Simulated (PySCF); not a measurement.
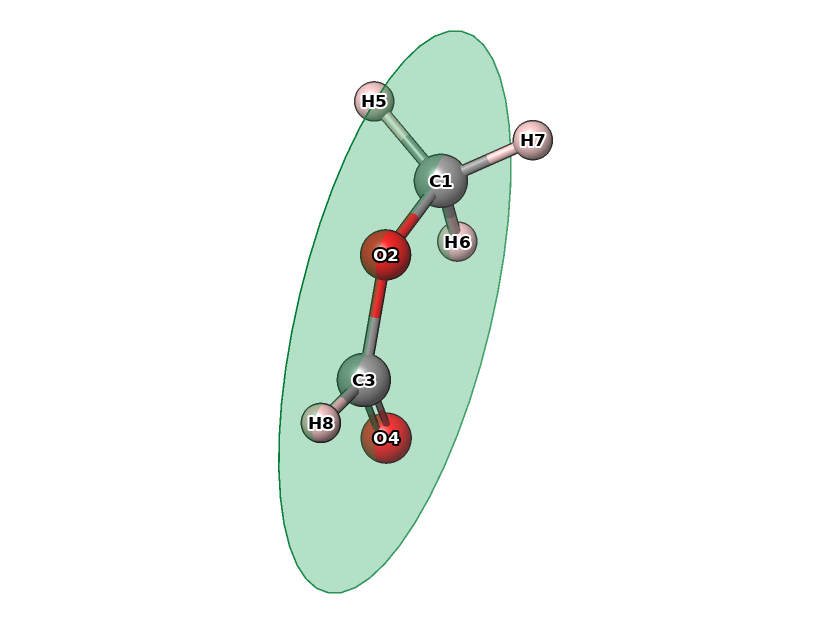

A disc through the centre of mass is drawn in. Depth is shown by fading: the farther an atom, the more it takes the colour of the background. The geometry was computed by an optimisation with PBE0-D3(BJ)/def2-SVP. No frequency run is at hand to confirm it as a minimum.

### Is the plane of the disc a mirror plane of the structure?

Yes. The reflection leaves C1, O2, C3, O4, H6, H8 in place and moves H5 ↔ H7. The point group is Cs.
